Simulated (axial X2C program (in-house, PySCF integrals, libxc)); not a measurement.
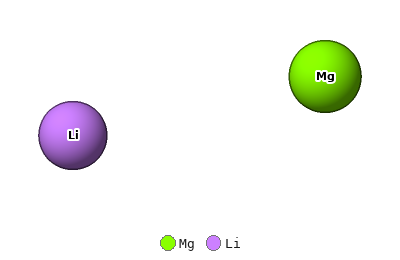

*The molecule at the reference distance of 2.899 Å.*

Relativistic diatomic calculation, with input and output: MgLi⁺

System: MgLi⁺, single determinant with Ω = 0.
Method: PBE0, two-component X2C with atomic mean-field Coulomb and Gaunt terms, Mg dyall-cv3z, Li dyall-cv3z (cores contracted) (axial X2C program (in-house, PySCF integrals, libxc)).

### The program's output
```
two-component X2C + atomic mean field  PBE0
basis functions 125  fitting functions 494  grid points 4367
iter        total energy     max residual
   1       -207.555690909     2.55e-06
   2       -207.555690909     1.86e-06
converged
one-electron -299.79120117  Coulomb 103.74812581  exact exchange -4.41720684  xc functional -13.64581803  nuclear repulsion 6.57136240  atomic mean-field constant -0.02095307
```

### The points of the curve

```csv
R (Å),E (hartree),"dipole (D; origin at the first atom, positive when the second is positive)",highest filled (eV),lowest empty (eV)
2.522,−207.550553,6.77,−11.00,−6.24
2.638,−207.553520,7.22,−10.88,−6.25
2.725,−207.554824,7.59,−10.78,−6.26
2.812,−207.555506,7.96,−10.69,−6.27
2.899,−207.555691,8.35,−10.59,−6.28
3.001,−207.555414,8.83,−10.48,−6.28
3.102,−207.554733,9.32,−10.37,−6.29
3.232,−207.553430,9.97,−10.24,−6.30
3.392,−207.551415,10.79,−10.07,−6.30
3.624,−207.548079,12.04,−9.84,−6.32
```

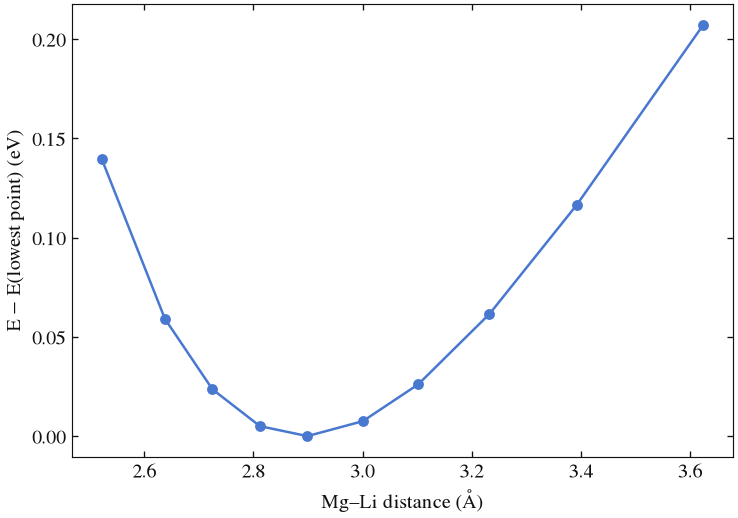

*Energy at 10 bond lengths, for one set of occupations held fixed; the line joins the points.*

A polynomial of degree 6 through 9 points gives rₑ = 2.893 Å, ωₑ = 268.4 cm⁻¹, ωₑxₑ = 2.4 cm⁻¹ and Bₑ = 0.3711 cm⁻¹. The minimum lies 0.89 eV below Mg + Li⁺, each computed as one determinant at the same level.

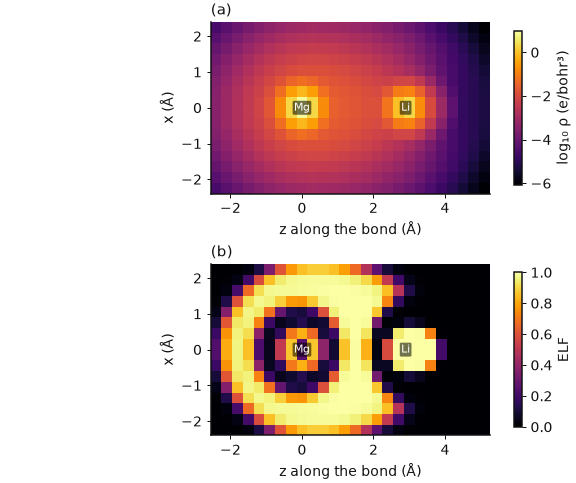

*(a) electron density on a logarithmic scale; (b) electron localisation function, in a plane that holds the axis, at 2.90 Å, on points 0.3 Å apart (one half computed, the other mirrored); the structure near the nuclei is finer than these points.*

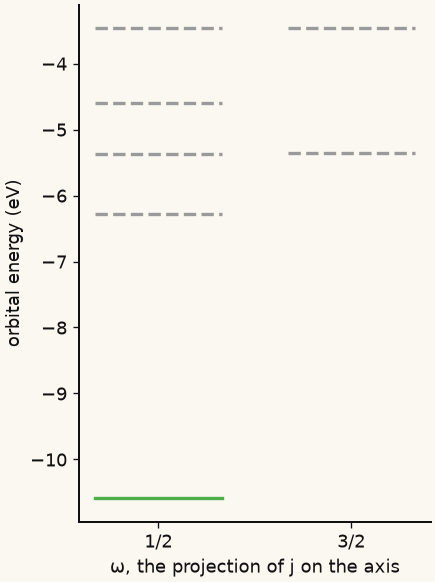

*Orbital energies near the frontier at 2.90 Å, filled (solid) and empty (dashed); the Kramers partners at −ω are degenerate and not drawn.*

The highest filled spinor (1/2; 64 % Mg s, 16 % Li s) lies at −10.59 eV, the lowest empty one (1/2; 53 % Mg p, 30 % Li s) at −6.28 eV.

### Input file
```
{"zs": [12, 3], "q": 1, "bas": ["dyall-cv3z", "dyall-cv3z"], "levels": ["PBE0", "HF", "PW91"], "cc": true, "r0": 2.72, "thr": -2.0, "nmax": 90, "npts": 10, "nst": 2, "ntry": 6}
```

The line is the task of a batch: nuclear charges, charge, bases, the levels to run, a first guess of the distance and further settings. This report covers PBE0 with spin-orbit coupling. The log is that of the reference distance 2.899 Å, started from orbitals converged before.

The run was one of a batch that the task file lists, launched with:
```bash
python <driver script> task.json out
```

### Summary

```tsv
quantity	value
outcome	converged
bond length rₑ	2.893 Å
ωₑ	268.4 cm⁻¹
energy at the minimum	−207.55569 hartree
depth below the fragments	0.89 eV
hardware	1 thread of Arm Neoverse V1, 24 GiB of memory available, shared host
wall time	1.3 s
```
